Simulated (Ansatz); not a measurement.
The figure comes from a scan of C (diamond): one C atom of a 2-atom cell moves by s along Cartesian [111], with its periodic images. Level of theory: PBE (plane waves to 420 eV, PAW, scalar-relativistic; Ansatz, an electronic-structure program). k mesh 13×13×13 (Γ-centred), Fermi-Dirac smearing 0.05 eV. The energy includes the smearing's −TS. Left out: 1 of 11 points, with atoms too close for the PAW data. As the smearing reaches across the gap at some points, energies and forces of such displacements shift with the k mesh and the smearing. C was relaxed with its symmetry unable to fall. The PAW data are Ansatz's earlier set. The zero of ΔE is the undisplaced structure.

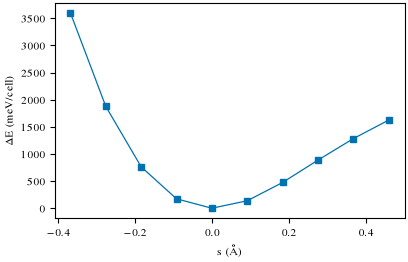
Figure. ΔE (meV/cell) against s (Å); one marker a computed point.

**Question.** Read the plotted values off the figure, to the accuracy that the plot allows.

**Answer.** To the nearest 50:

```
s (Å)   ΔE (meV/cell)
------  -------------
-0.368           3600
-0.276           1850
-0.184            750
-0.092            150
0.000               0
0.092             150
0.184             450
0.276             900
0.368            1300
0.460            1600
```

(For displaced atoms, the force is minus the slope of the energy, and its curvature is a force constant, which sets phonon frequencies.)
